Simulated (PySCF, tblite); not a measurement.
**C₄H₇F₃OSi: geometry, infrared bands and NMR shifts**

Aim: predict the infrared bands and NMR shifts of C₄H₇F₃OSi (`C=C[C@@H](OCF)[SiH](F)F`).

Programs: tblite 0.8.0 and PySCF 2.14.0, with density-fitted response routines of our own. Each step states its level of theory. These are calculated values for one molecule in the gas phase, unless marked as measured. Atoms are numbered from 0 throughout.

### 1 The starting structure

16 atoms, charge 0, multiplicity 1; geometry from: force field or distance geometry start.

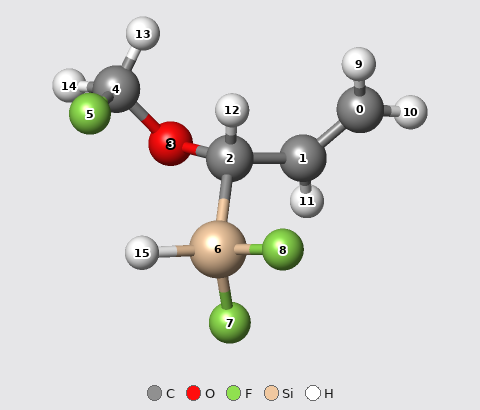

The starting geometry (carbon grey, oxygen red, fluorine green, silicon light orange, hydrogen white), atoms numbered; sticks join atoms by distance.

### 2 Geometry optimisation with GFN2-xTB

Job settings and geometry (Å):

```
{"job": {"kind": "relax", "xc": "GFN2-xTB", "basis": "xTB"}, "charge": 0, "multiplicity": 1}
C     -0.065400     2.496900    -0.202800
C      0.166300     1.304000    -0.756100
C      0.099800    -0.023400    -0.002000
O     -0.955300    -0.750200    -0.687200
C     -1.834700    -1.396200     0.241800
F     -1.089800    -2.159400     1.065100
Si     1.809300    -0.908800     0.116800
F      2.464400    -0.992000    -1.342500
F      2.771100    -0.030000     1.061900
H     -0.349700     2.614200     0.847100
H     -0.009800     3.400700    -0.804200
H      0.424100     1.243600    -1.802700
H     -0.214400     0.180100     1.043000
H     -2.391900    -0.660400     0.815400
H     -2.525500    -2.032100    -0.312900
H      1.693800    -2.277900     0.707900
```

Started as:

```bash
$ OMP_NUM_THREADS=1 python probes_run.py task.json out
```

This one command runs all jobs of the session in turn.

**Question.** This job is followed by: GFN2-xTB harmonic vibrations, gas phase; GIAO PBE0/pcSseg-1 NMR shielding, non-relativistic, gas phase. Predict these results of the whole session: strongest single infrared mode (GFN2-xTB); zero-point energy (GFN2-xTB); ¹³C shifts against TMS (PBE0/pcSseg-1); ¹H shifts against TMS (PBE0/pcSseg-1); ¹⁷O shifts against H2O (PBE0/pcSseg-1); ¹⁹F shifts against CFCl3 (PBE0/pcSseg-1); ²⁹Si shifts against TMS (PBE0/pcSseg-1).

The runs gave:

| quantity | value |
| --- | --- |
| strongest single infrared mode (GFN2-xTB) | 839 cm⁻¹, 221 km/mol |
| zero-point energy (GFN2-xTB) | 66.7 kcal/mol |
| ¹³C shifts against TMS (PBE0/pcSseg-1) | 142.0, 122.5, 108.9, 84.3 ppm |
| ¹H shifts against TMS (PBE0/pcSseg-1) | 6.40, 5.82, 5.58, 5.52, 5.39, 5.00, 3.74 ppm |
| ¹⁷O shifts against H2O (PBE0/pcSseg-1) | 93.3 ppm |
| ¹⁹F shifts against CFCl3 (PBE0/pcSseg-1) | -157.5, -163.6, -167.4 ppm |
| ²⁹Si shifts against TMS (PBE0/pcSseg-1) | -20.3 ppm |

**Reading.** The optimisation took 114 steps and gained 0.334 eV; among the close pairs (by a distance rule), O3–C4 changed most, from 1.433 to 1.351 Å. All 42 modes are real, so the xTB geometry is a minimum. The strongest single mode, at 839 cm⁻¹, moves mainly F8 and Si6. GFN2-xTB is a fitted tight-binding method: band positions and strengths are rough. Its intensities can rank the bands wrongly. C1 (alkene CH) lies farthest downfield among carbon, at 142.0 ppm; as expected for a trigonal carbon in a double bond. The most deshielded hydrogen is H11 (hydrogen on an alkene CH), at 6.40 ppm: attached to an sp2 carbon and in the plane of the double bond.
